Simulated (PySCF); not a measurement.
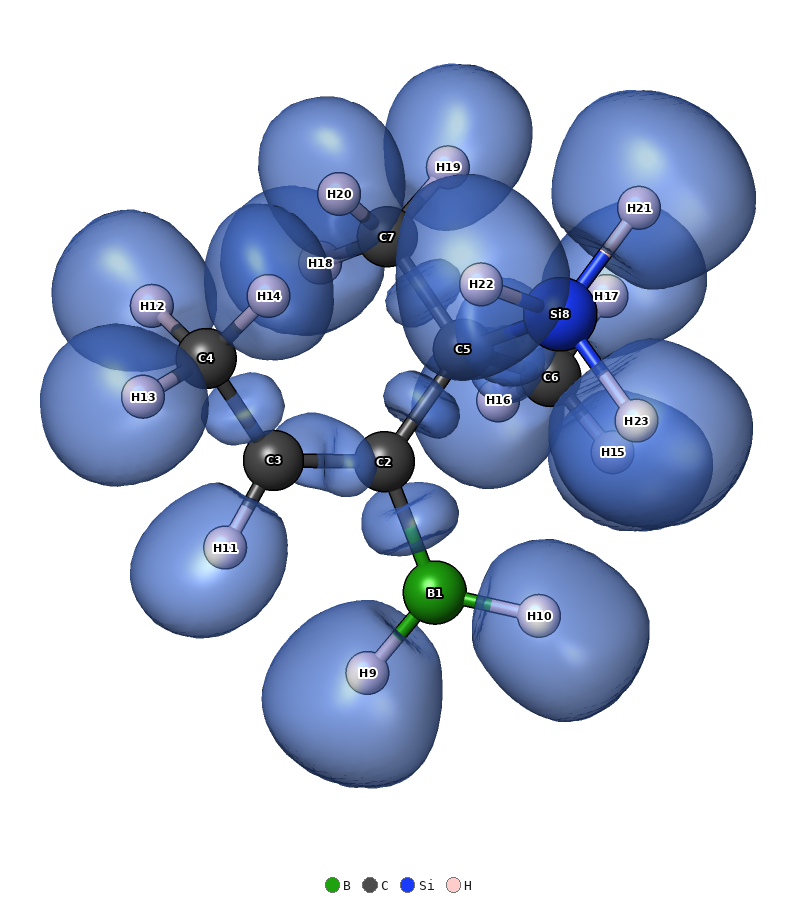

*C$_{6}$H$_{15}$BSi (SMILES B/C(=C/C)C(C)(C)[SiH3]). Isosurface of the ELF at 0.8 (blue), seen at a tilt. Core shells and regions of very low density are left out.*

Geometry: GFN2-xTB.

Method: PySCF 2.14.0, PBE0/pcSseg-1, SCF density, gas phase, non-relativistic.

```yaml
atoms:
  - { symbol: B, position_ang: [0.5994, 2.2983, 0.1697] }
  - { symbol: C, position_ang: [0.5673, 0.7895, -0.1566] }
  - { symbol: C, position_ang: [1.7867, 0.2666, -0.3969] }
  - { symbol: C, position_ang: [2.2445, -1.1565, -0.4382] }
  - { symbol: C, position_ang: [-0.7130, -0.0104, -0.0183] }
  - { symbol: C, position_ang: [-1.9086, 0.8994, -0.3400] }
  - { symbol: C, position_ang: [-0.7888, -1.1797, -1.0100] }
  - { symbol: Si, position_ang: [-0.8849, -0.6278, 1.7907] }
  - { symbol: H, position_ang: [1.3795, 2.9951, -0.3561] }
  - { symbol: H, position_ang: [-0.0820, 2.7570, 1.0038] }
  - { symbol: H, position_ang: [2.5941, 0.9743, -0.5427] }
  - { symbol: H, position_ang: [2.1032, -1.5755, -1.4354] }
  - { symbol: H, position_ang: [3.3078, -1.2071, -0.2090] }
  - { symbol: H, position_ang: [1.7100, -1.7774, 0.2757] }
  - { symbol: H, position_ang: [-1.9790, 1.7374, 0.3457] }
  - { symbol: H, position_ang: [-1.8171, 1.2974, -1.3510] }
  - { symbol: H, position_ang: [-2.8402, 0.3385, -0.2805] }
  - { symbol: H, position_ang: [-0.4996, -0.8468, -2.0071] }
  - { symbol: H, position_ang: [-1.8124, -1.5478, -1.0633] }
  - { symbol: H, position_ang: [-0.1591, -2.0169, -0.7310] }
  - { symbol: H, position_ang: [-2.1487, -1.3606, 1.9156] }
  - { symbol: H, position_ang: [0.2165, -1.5302, 2.1372] }
  - { symbol: H, position_ang: [-0.8802, 0.5101, 2.7078] }
```

Describe the localisation domains.

The ELF exceeds this value in one region between bonded B–C atoms (shared pairs), five regions between bonded C–C atoms (shared pairs), one region between bonded C–Si atoms (shared pairs) and 15 regions around hydrogen nuclei. Profiles from the grid: C–C (1.35 Å): the ELF peaks at about 0.95 between the atoms: a covalent bond. C–B (1.54 Å): the ELF peaks at about 1 between the atoms, as expected for a shared electron pair.
